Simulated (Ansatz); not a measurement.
**GeH5SSi radical: how energies converge with the basis set**

Aim: see how fast density functionals converge with the basis set for GeH5SSi radical.

Method: one geometry, several basis sets; program: Ansatz 0.2.0, Gaussian basis.

Levels to be run: PBE0-D4/def2-SVP; ωB97M-V/def2-SVP; PBE0-D4/def2-QZVPP; ωB97M-V/def2-QZVPP; the functionals' def2-TZVPP values are taken from earlier runs.

**1. The relaxed structure**

An earlier PBE0-D4 in a triple-zeta def2 set relaxation fixed the geometry.

8 atoms, charge 0, spin multiplicity 2.

Atoms are counted from 1 here; the program's logs count them from 0.

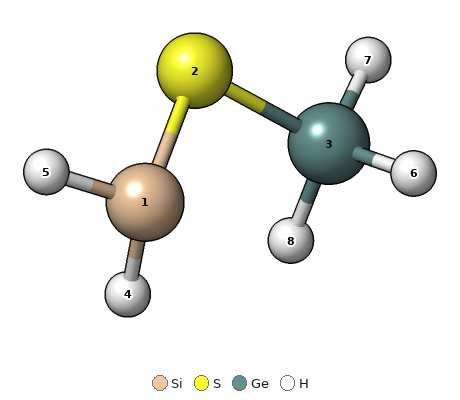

The structure; silicon light orange, sulfur yellow, germanium teal, hydrogen white; atoms are numbered from 1 in the order of the file.

**2. PBE0-D4 in def2-SVP**

File in.yaml:

```yaml
crystal:
  periodic: [false, false, false]
  atoms:
    - {symbol: Si, position_ang: [-0.878028, 1.488249, -0.661991]}
    - {symbol: S, position_ang: [1.044624, 0.591073, -0.762468]}
    - {symbol: Ge, position_ang: [0.739675, -1.018409, 0.752530]}
    - {symbol: H, position_ang: [-1.958602, 0.475678, -0.855704]}
    - {symbol: H, position_ang: [-0.926320, 2.513676, -1.739977]}
    - {symbol: H, position_ang: [0.538864, -0.391747, 2.139255]}
    - {symbol: H, position_ang: [2.019515, -1.860524, 0.710061]}
    - {symbol: H, position_ang: [-0.487427, -1.855094, 0.362694]}
basis:
  gaussian: {orbitals: def2-SVP}
magnetization: {spin_polarized: true, initial_magnetization: 1}
hamiltonian: {xc: pbe0, dispersion: d4}
output: {orbitals: {seedname: orbitals}}
```

The run is started by

```bash
> ansatz run in.yaml --threads 4 --pin off --events-out ev --progress --plain --max-ram 10444MiB
```

The program printed:

```text
Functional definition: PBE0
  name "PBE0"
  cite "Adamo & Barone, J. Chem. Phys. 110, 6158 (1999) doi:10.1063/1.478522"
  cite "Perdew, Burke & Ernzerhof, Phys. Rev. Lett. 77, 3865 (1996) doi:10.1103/PhysRevLett.77.3865"
  parent pbe
  parameter a = 0.25
  parameter kappa = 0.804
  parameter beta = 0.06672455060314922
  exchange = (1 - a)*pbe_x(kappa = kappa, mu = beta*pi^2/3) + a*exact_x
  correlation = pbe_c(beta = beta)
898 factors; integrals over basis functions are off by at most 1.4e-3 eV
mean field evaluation 1: about -75284.5076 eV, gradient 1.2e1 eV
mean field evaluation 2: about -75284.7025 eV, gradient 1.1e1 eV
mean field evaluation 4: about -75285.0189 eV, gradient 4.3e-1 eV
mean field evaluation 8: about -75285.0591 eV, gradient 4.8e-2 eV
mean field evaluation 16: about -75285.0591 eV, gradient 1.5e-4 eV
mean field -75285.05910156 eV, -2766.6748919366 hartree, gradient 1.2e-5 eV, S^2 0.752216; 0 other end points of the search recorded, 0 dependent functions left out
reference -75285.05912889 eV, -2766.6748929409 hartree; 34, 33 occupied and 59, 60 virtual orbitals, 898 factors
Total energy: -75285.23751695 eV, -2766.6814485811 hartree
```

Wall time 0.6 s (4 threads of AMD EPYC 9R45, shared host).

**3. ωB97M-V in def2-SVP**

in.yaml: that of step 2 with these lines changed.

```diff
@@ -14,3 +14,3 @@
 magnetization: {spin_polarized: true, initial_magnetization: 1}
-hamiltonian: {xc: pbe0, dispersion: d4}
+hamiltonian: {xc: {name: wB97M-V}}
 output: {orbitals: {seedname: orbitals}}
```

Same command.

The program printed, cut to the lines that bear on the results:

```text
Functional definition: wB97M-V
  name "wB97M-V"
  cite "Mardirossian & Head-Gordon, J. Chem. Phys. 144, 214110 (2016) doi:10.1063/1.4952647"
  cite "Becke, J. Chem. Phys. 107, 8554 (1997) doi:10.1063/1.475007"
  cite "Vydrov & Van Voorhis, J. Chem. Phys. 133, 244103 (2010) doi:10.1063/1.3521275"
  # Of w^i u^j: cxij and so on, Table III.
[...]
  gx(w, u) = 1 - cx + cx01*u + cx10*w
  gss(w, u) = css00 + css04*u^4 + css10*w + css20*w^2 + css43*w^4*u^3
  gos(w, u) = cos00 + cos10*w + (cos20 + cos21*u)*w^2 + (cos60 + cos61*u)*w^6
[...]
      + integral(e_c_pw_mod_opposite_spin*gos(b97_w_opposite, b97_u_opposite)) + vv10(b, c)
898 factors; integrals over basis functions are off by at most 1.4e-3 eV
303 factors; integrals over basis functions are off by at most 5.2e-6 eV
[...]
mean field -75294.51309364 eV, -2767.0223197371 hartree, gradient 2.6e-5 eV, S^2 0.751475; 0 other end points of the search recorded, 0 dependent functions left out
reference -75294.51313608 eV, -2767.0223212970 hartree; 34, 33 occupied and 59, 60 virtual orbitals, 898 factors
Total energy: -75294.51313608 eV, -2767.0223212970 hartree
```

It took 2.1 s on 4 threads of AMD EPYC 9R45, shared host; peak memory 0.5 GiB.

**4. PBE0-D4 in def2-QZVPP**

in.yaml: that of step 3 with these lines changed.

```diff
@@ -12,5 +12,5 @@
 basis:
-  gaussian: {orbitals: def2-SVP}
+  gaussian: {orbitals: "def2-QZVPP.json"}
 magnetization: {spin_polarized: true, initial_magnetization: 1}
-hamiltonian: {xc: {name: wB97M-V}}
+hamiltonian: {xc: pbe0, dispersion: d4}
 output: {orbitals: {seedname: orbitals}}
```

Launched as before.

The program printed:

```text
Functional definition: PBE0
  name "PBE0"
  cite "Adamo & Barone, J. Chem. Phys. 110, 6158 (1999) doi:10.1063/1.478522"
  cite "Perdew, Burke & Ernzerhof, Phys. Rev. Lett. 77, 3865 (1996) doi:10.1103/PhysRevLett.77.3865"
  parent pbe
  parameter a = 0.25
  parameter kappa = 0.804
  parameter beta = 0.06672455060314922
  exchange = (1 - a)*pbe_x(kappa = kappa, mu = beta*pi^2/3) + a*exact_x
  correlation = pbe_c(beta = beta)
1623 factors; their error is unknown
mean field evaluation 1: about -75299.5749 eV, gradient 1.5e1 eV
mean field evaluation 2: about -75299.8969 eV, gradient 1.6e1 eV
mean field evaluation 4: about -75300.4433 eV, gradient 8.1e-1 eV
mean field evaluation 8: about -75300.6055 eV, gradient 3.2e-1 eV
mean field evaluation 16: about -75300.6056 eV, gradient 2.6e-4 eV
mean field -75300.60562675 eV, -2767.2462161993 hartree, gradient 7.8e-5 eV, S^2 0.753517; 0 other end points of the search recorded, 0 dependent functions left out
reference -75300.60566784 eV, -2767.2462177092 hartree; 34, 33 occupied and 345, 346 virtual orbitals, 1623 factors
Total energy: -75300.78405590 eV, -2767.2527733495 hartree
```

Wall time 4.9 s (4 threads of AMD EPYC 9R45, shared host); peak memory 1.8 GiB.

**5. ωB97M-V in def2-QZVPP**

in.yaml: that of step 4 with these lines changed.

```diff
@@ -14,3 +14,3 @@
 magnetization: {spin_polarized: true, initial_magnetization: 1}
-hamiltonian: {xc: pbe0, dispersion: d4}
+hamiltonian: {xc: {name: wB97M-V}}
 output: {orbitals: {seedname: orbitals}}
```

Launched as before.

The program printed, cut to the lines that bear on the results:

```text
Functional definition: wB97M-V
  name "wB97M-V"
  cite "Mardirossian & Head-Gordon, J. Chem. Phys. 144, 214110 (2016) doi:10.1063/1.4952647"
  cite "Becke, J. Chem. Phys. 107, 8554 (1997) doi:10.1063/1.475007"
  cite "Vydrov & Van Voorhis, J. Chem. Phys. 133, 244103 (2010) doi:10.1063/1.3521275"
  # Of w^i u^j: cxij and so on, Table III.
[...]
  gx(w, u) = 1 - cx + cx01*u + cx10*w
  gss(w, u) = css00 + css04*u^4 + css10*w + css20*w^2 + css43*w^4*u^3
  gos(w, u) = cos00 + cos10*w + (cos20 + cos21*u)*w^2 + (cos60 + cos61*u)*w^6
[...]
      + integral(e_c_pw_mod_opposite_spin*gos(b97_w_opposite, b97_u_opposite)) + vv10(b, c)
1563 factors; their error is unknown
329 factors; integrals over basis functions are off by at most 1.1e-5 eV
[...]
mean field -75309.98776113 eV, -2767.5910032784 hartree, gradient 5.4e-5 eV, S^2 0.752141; 0 other end points of the search recorded, 0 dependent functions left out
reference -75309.98782415 eV, -2767.5910055943 hartree; 34, 33 occupied and 345, 346 virtual orbitals, 1563 factors
Total energy: -75309.98782415 eV, -2767.5910055943 hartree
```

Run time: 9 s. Hardware: 4 threads of AMD EPYC 9R45, shared host; peak memory 2.2 GiB.

**6. Density functionals: the series**

The def2-TZVPP values come from earlier runs at the same geometry.

| functional | basis | functions | energy (eV) | from the largest (eV) | HOMO (eV) | LUMO (eV) |
| --- | --- | --- | --- | --- | --- | --- |
| PBE0-D4 | def2-SVP | 93 | -75285.2375 | 15.547 | -5.91 | -2.48 |
| PBE0-D4 | def2-TZVPP | 202 | -75298.9630 | 1.821 | -5.95 | -2.51 |
| PBE0-D4 | def2-QZVPP | 379 | -75300.7841 | 0.000 | -5.96 | -2.54 |
| ωB97M-V | def2-SVP | 93 | -75294.5131 | 15.475 | -7.63 | -0.81 |
| ωB97M-V | def2-TZVPP | 202 | -75308.2224 | 1.765 | -7.70 | -0.93 |
| ωB97M-V | def2-QZVPP | 379 | -75309.9878 | 0.000 | -7.72 | -0.99 |

**7. Summary of results**

```
                                       quantity           value
PBE0-D4: double and triple zeta above quadruple  15.55, 1.82 eV
ωB97M-V: double and triple zeta above quadruple  15.47, 1.77 eV
```

**Reading.** For PBE0-D4 the step from double to triple zeta gains 13.73 eV and the next only 1.82 eV. These are total energies; as a rule much of such shifts cancels in differences, which this series doesn't test.

For PBE0-D4 the largest set took about 8 times as long as the smallest (4.9 s against 0.6 s).
